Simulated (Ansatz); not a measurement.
```
atom    x (Å)    y (Å)    z (Å)
   C  -0.9451   2.5398  -0.1311
   C   0.4776   2.0729   0.1963
   C   1.2890   1.8542  -1.0349
   C   1.6219   0.6944  -1.6280
   F   1.6689   3.0103  -1.6020
   F   1.4096  -1.1088   0.7483
   F  -0.7459  -0.9064  -0.8517
  Ge   0.9927  -0.9590  -0.9351
   H  -1.4941   2.7733   0.7929
   H  -0.9291   3.4439  -0.7585
   H  -1.4887   1.7466  -0.6655
   H   0.9998   2.8354   0.8005
   H   0.4610   1.1471   0.7920
   H   2.2006   0.7280  -2.5568
   H   1.3997  -2.2483  -1.6415
```

Geometry: r2SCAN-D4/def2-SVP.

Method: Ansatz, isolated molecule in a Gaussian basis; Kohn-Sham density functional theory, functional PBE0.

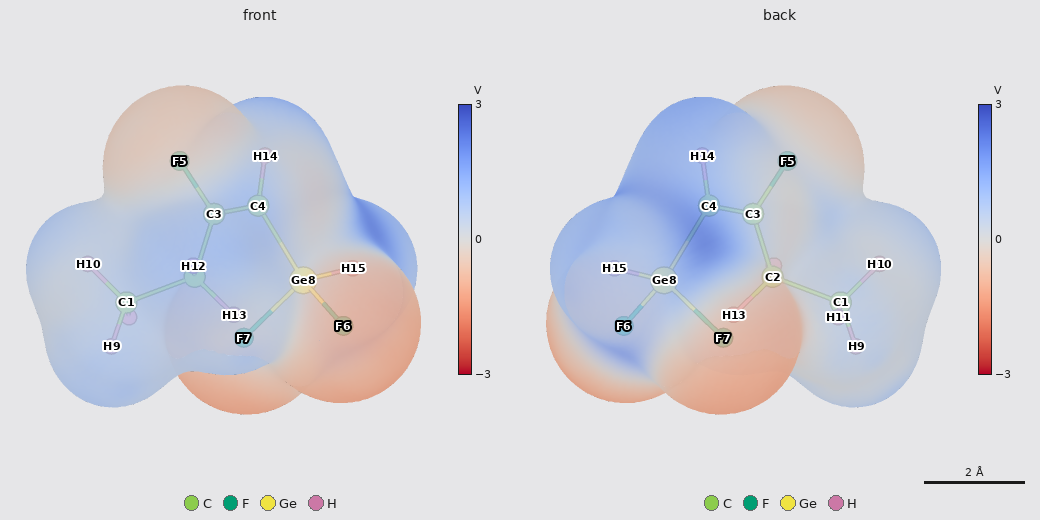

C$_{4}$H$_{7}$F$_{3}$Ge (SMILES CC/C(F)=[CH]\[GeH]([F])[F]). The electrostatic potential painted on the density surface at 0.002 e/bohr³, seen from the front and from behind; the colour scale runs from red (negative) to blue (positive).

Q: Which sites attract a positive test charge, and which a negative one?

A: A positive charge is drawn to the negative regions and a negative charge to the positive ones. The most negative region (about −1.2 V) lies over F6 and F7, the most positive (about +2.1 V) over Ge8.

Q: What dipole moment does the calculation give?

A: Its dipole moment is 1.61 D.
